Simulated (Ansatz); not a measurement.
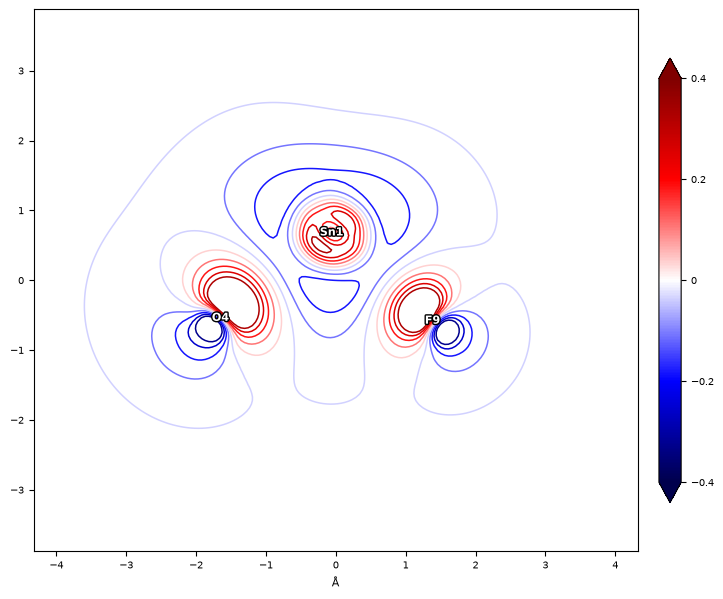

Figure 1: FH$_{3}$O$_{2}$Sn···H$_{2}$O. The LUMO on the plane of atoms O4, Sn1 and F9 (values in Å⁻³ᐟ²; the overall sign is arbitrary).

Core potentials replace the inner electrons of Sn; not at a stationary point (largest force 1.7 eV/Å).

Method: RKS BLYP-D4/def2-SVP in Ansatz 0.2.0.

Input file:

```
crystal:
  periodic: [false, false, false]
  atoms:
    - { symbol: Sn, position_ang: [0.0, 0.0, 0.0] }
    - { symbol: O, position_ang: [0.0, 0.0, 2.31] }
    - { symbol: H, position_ang: [-0.9095, -0.2814, 2.6471] }
    - { symbol: O, position_ang: [1.8483, 0.0, -0.6527] }
    - { symbol: H, position_ang: [2.1646, -0.9521, -0.7693] }
    - { symbol: H, position_ang: [-0.8195, 1.4198, -0.5794] }
    - { symbol: O, position_ang: [-0.9232, -1.5994, -0.6527] }
    - { symbol: H, position_ang: [-1.3778, -2.065, 0.1197] }
    - { symbol: F, position_ang: [1.1381, 1.7163, 0.6842] }
    - { symbol: H, position_ang: [0.7433, 1.1209, 1.8212] }
basis:
  gaussian: { orbitals: def2-SVP }
hamiltonian:
  xc: blyp
  dispersion: d4
relax:
  f_tol: 0.15
  max_steps: 25
  restrain:
    - { distance: [0, 8], at: 1.87, k: 30.0 }
    - { distance: [9, 1], at: 1.01, k: 30.0 }
    - { distance: [0, 1], at: 3.16, k: 30.0 }
    - { distance: [9, 8], at: 2.12, k: 30.0 }
output:
  orbitals: {}
```

Command:

```sh
ansatz run input.yaml --threads 2 --pin off --max-ram 3072MiB --backend cpu --events-out ev --progress --plain --runs-dir out
```

The fields are those of the run's last geometry, not of the input's.

Question: Where does this orbital lie, and at what energy?

Answer: Its weight (Hirshfeld) is mainly on Sn1 (about 35 %), H6 (about 15 %), O7 (about 15 %), O4 (about 15 %) and F9 (about 10 %). Its energy is −2.11 eV.
